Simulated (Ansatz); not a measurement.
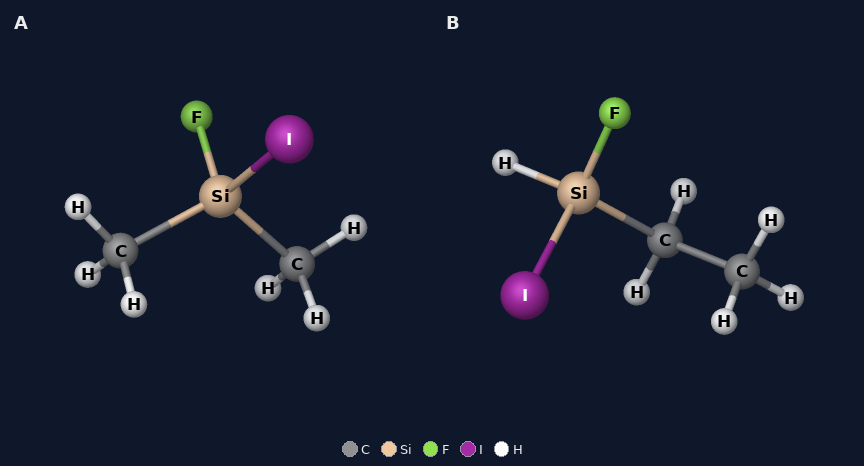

2 stationary structures of one formula. Geometries: PBE0-D4/def2-TZVP. Electronic energies: CCSD(T)/CBS (MP2 limit from def2-TZVPP and def2-QZVPP plus CCSD(T) − MP2) (Ansatz 0.2.0), without zero-point energy. No frequency run is at hand to confirm each as a minimum. Each is one conformer, not always the lowest.

Rank them by energy, lowest first.

Answer. A is lowest; B lies 15.5 kcal/mol above it. A is `C[Si](C)(F)I`, B is `CC[Si@H](F)I`.
